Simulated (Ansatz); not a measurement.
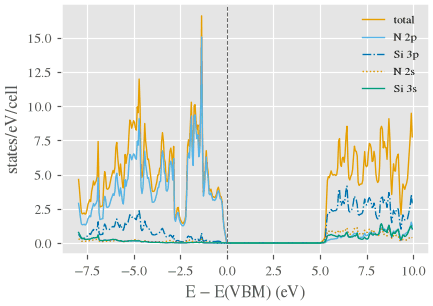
*Total and projected density of states of Si$_{3}$N$_{4}$ in space group P6_3/m (No. 176; Si on 6h, N on 2d, N on 6h), DFT-r²SCAN in the program Ansatz with PAW potentials*

Task: Which orbitals carry the states next to the gap?

Result: Top 1 eV of the valence band: N 2p 94 %. Bottom 1 eV of the conduction band: Si 3p 47 %, N 2s 17 %, Si 3s 11 %, N 2p 5 %, outside the projected shells 20 %. Projections are on Löwdin-orthogonalised atomic valence shells; empty p or d shells of many metals are not among them.

Task: Where is the tallest occupied peak in this window, and what makes it?

Result: Near -1.4 eV, about 17 states/eV per cell; the largest projected share is N 2p.

The r²SCAN relaxation kept the symmetry of its start.

Potentials: the later of the program's two PAW sets.
